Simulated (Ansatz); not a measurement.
```xyz
4
Lattice="4.3805 0.0000 0.0000 0.0000 4.3805 0.0000 0.0000 0.0000 4.3805" Properties=species:S:1:pos:R:3 pbc="T T T"
Ge    0.0000    2.1902    2.1902
Ge    2.1902    0.0000    2.1902
Ge    2.1902    2.1902    0.0000
Hg    0.0000    0.0000    0.0000
```

Space group Pm-3m; started from the Cu3Au (L1_2)_221 prototype, which need not be the ambient phase.

The calculation used Ansatz, DFT PBE, scalar-relativistic, plane waves, PAW.

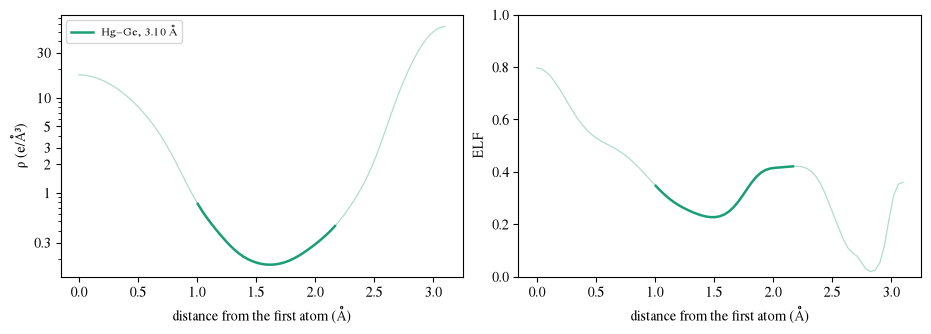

HgGe3. Valence charge density (pseudo) and electron localisation function along straight lines between neighbouring atoms. Thin, pale parts lie inside the atomic spheres.

Core electrons are frozen (PAW), and the valence fields are smoothed inside the atomic spheres.

What can be read from the curves?

Hg–Ge (3.10 Å): the density is about 0.18 e/Å³ at the midpoint; the ELF is about 0.25 at the midpoint (no shared electron pair shows on this line).
